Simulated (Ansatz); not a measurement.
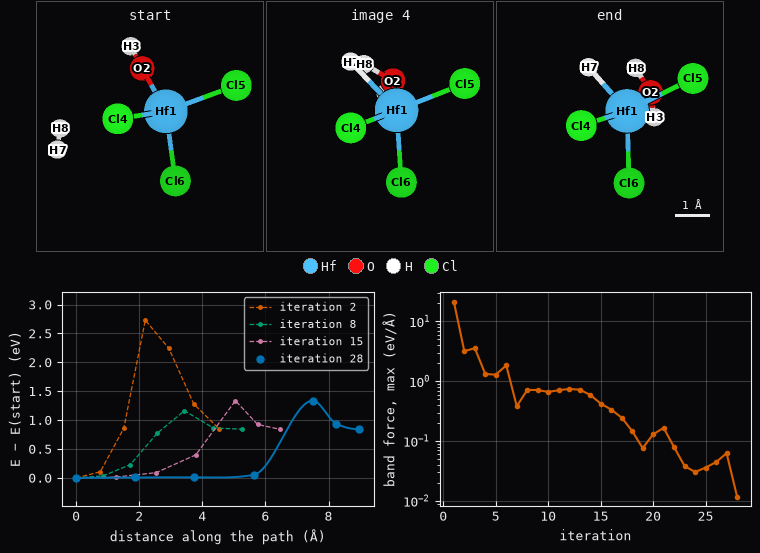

A search for the minimum-energy path of HfH3OCl3, made up at the start of HfHOCl3 and H2 by the nudged elastic band. Images are numbered from 0 (start) to 6 (end). The plot follows the band through its iterations. Style: ball-and-stick. Shown at a tilt.

Theory: RKS PBE0-D4/def2-SVP (Ansatz).

The input:
```yaml
crystal:
  periodic: [false, false, false]
  atoms:
    - { symbol: Hf, position_ang: [-0.244663, 0.245122, -0.063882] }
    - { symbol: O, position_ang: [-0.436342, 0.229775, 1.813981] }
    - { symbol: H, position_ang: [-0.545119, 0.240263, 2.764386] }
    - { symbol: Cl, position_ang: [2.023041, 0.423801, -0.64047] }
    - { symbol: Cl, position_ang: [-1.387326, 2.109997, -0.90321] }
    - { symbol: Cl, position_ang: [-1.184047, -1.700962, -0.978197] }
    - { symbol: H, position_ang: [1.574409, -2.542542, 1.20348] }
    - { symbol: H, position_ang: [1.259747, -2.273355, 1.841711] }
basis:
  gaussian: { orbitals: def2-SVP }
hamiltonian:
  xc: pbe0
  dispersion: d4
neb:
  order_check: false
  images: 5
  f_tol: 0.03
  max_iterations: 60
  initial_path: linear
  final_atoms:
    - { symbol: Hf, position_ang: [0.38780692, -0.14228215, -0.12381747] }
    - { symbol: O, position_ang: [-0.41038904, -0.60814714, 1.99809701] }
    - { symbol: H, position_ang: [-1.15631395, -1.2226787, 2.05310019] }
    - { symbol: Cl, position_ang: [1.63123169, -0.23202652, -2.09944869] }
    - { symbol: Cl, position_ang: [-0.07356166, 2.13399023, 0.20682279] }
    - { symbol: Cl, position_ang: [-1.36544757, -1.69435728, -0.58410488] }
    - { symbol: H, position_ang: [1.82281906, -0.67210275, 0.89473438] }
    - { symbol: H, position_ang: [0.22355455, -0.83029668, 2.69241568] }
```

Run as
```bash
ansatz run input.yaml --threads 2 --pin off --max-ram 3072MiB --backend cpu --events-out ev --progress --plain --runs-dir out
```

### Did the band converge, and can the barrier be trusted?

The run is converged, with reservations. The band converged in 28 iterations. The largest component of the band force went from 22 to 0.012 eV/Å. The climbing image converged on the top of the path. Its curvatures weren't checked. The straight starting path can push atoms close together and costs iterations. The first iteration put the highest image at 7.12 eV. Forward barrier 1.34 eV, backward barrier 0.49 eV, with image 4 at the top; the reaction energy is +0.84 eV.

Limits of the set-up: the start holds two separate molecules, 3.0 Å apart at their closest, whose relative position is a soft coordinate.

The run took 5.6 min on 2 threads of Intel(R) Xeon(R) 6975P-C (Granite Rapids), on a shared host, peak memory 0.31 GiB.
